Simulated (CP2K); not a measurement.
Band structure of HfB2 (P6/mmm, 3 atoms in the cell).

```
CELL_PARAMETERS angstrom
      3.17967     0.00000     0.00000
     -1.58984     2.75367     0.00000
      0.00000     0.00000     3.53140
ATOMIC_POSITIONS crystal
  Hf 0.00000 0.00000 0.00000
  B  0.33333 0.66667 0.50000
  B  0.66667 0.33333 0.50000
```

Level of theory: CP2K with PBE, GPW, DZVP-MOLOPT-SR-GTH basis, GTH-PBE potentials (GTH_POTENTIALS).

Settings: CUTOFF = 500 Ry; REL_CUTOFF = 50 Ry; SMEAR/METHOD = FERMI_DIRAC; ELECTRONIC_TEMPERATURE = 1160.45 K; KPOINTS/SCHEME = MONKHORST-PACK 8 8 6; GAMMA_CENTERED = T; XC_FUNCTIONAL = PBE; Hf/BASIS_SET = DZVP-MOLOPT-SR-GTH-q12; Hf/POTENTIAL = GTH-PBE-q12; B/BASIS_SET = DZVP-MOLOPT-SR-GTH-q3; B/POTENTIAL = GTH-PBE-q3; METHOD = GPW; EPS_DEFAULT = 1e-11; EXTRAPOLATION = USE_GUESS.

The starting cell comes from a database of computed structures (which also holds hypothetical and non-ambient phases and stackings), without a prior relaxation at this level. Its lattice was rescaled by a random factor within 2.5 % of one. Spin-orbit coupling is off. Values carry the incompleteness of an atom-centred basis.

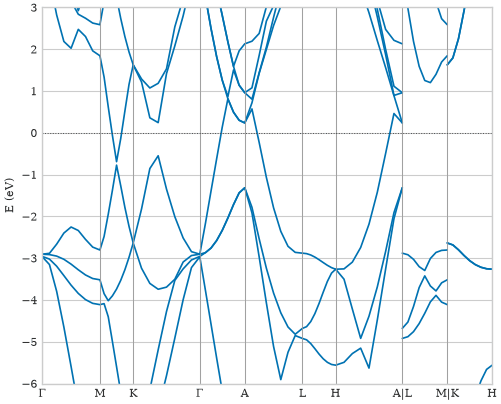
Fig. 1. Bands along the path, energies from the Fermi level.

Levels in eV from the Fermi level, bands 6 to 11:
| point | 6 | 7 | 8 | 9 | 10 | 11 |
|---|---|---|---|---|---|---|
| Γ | -2.97 | -2.96 | -2.91 | -2.91 | 3.83 | 3.83 |
| M | -9.12 | -4.11 | -3.52 | -2.80 | 1.84 | 2.59 |
| K | -8.34 | -7.66 | -2.64 | -2.64 | 1.63 | 1.63 |
| A | -8.30 | -1.32 | -1.32 | 0.24 | 0.24 | 0.96 |
| L | -7.57 | -4.92 | -4.68 | -2.88 | 3.90 | 3.91 |
| H | -9.06 | -5.56 | -3.26 | -3.26 | 4.16 | 5.25 |

Bands cross the Fermi level along this path, so the cell is metallic at this level.

Higher empty bands are left out: an atom-centred basis made for the valence describes them poorly.
